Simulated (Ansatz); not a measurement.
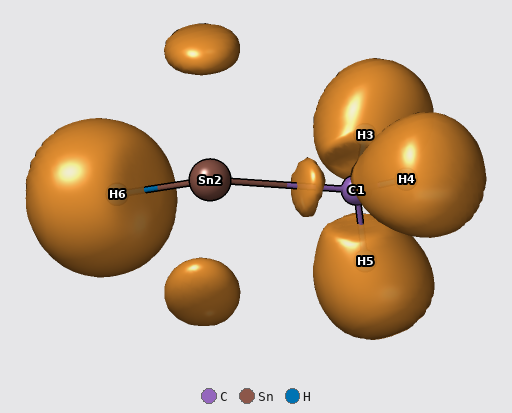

Figure 1: CH4Sn (triplet). Isosurface of the electron localisation function at 0.8 (orange), seen from one side. Only the valence region is drawn (cores and ρ < 0.01 e/Å³ removed).

Geometry: B3LYP-D3(BJ)/def2-SVP; core potentials replace the inner electrons of Sn.

Method: Ansatz 0.2.0, isolated molecule in a Gaussian basis; Kohn-Sham density functional theory, functional PBE0.

```xyz
6

C    -2.2216   -0.6838   -0.5449
Sn   -0.1169   -0.1592   -0.0562
H    -2.6778   -1.1140    0.3569
H    -2.7484    0.2308   -0.8444
H    -2.2040   -1.4071   -1.3713
H     0.9398   -1.4538    0.4603
```

**Describe the localisation domains.**

The surface consists of four regions around hydrogen nuclei, one lobe of the valence shell of C pointing towards Sn (polar bonds) and two lobes on Sn, pointing away from the bonds (non-bonding electrons).

Values along the shortest contacts:
C–Sn (2.22 Å): the ELF peaks at about 0.90 in the valence shell of C, 0.7 Å from its nucleus, and drops to about 0.20 between the two atoms. C–H (1.10 Å): the ELF climbs to about 1 towards the hydrogen, as it does in any bond to H: a covalent bond by its length.
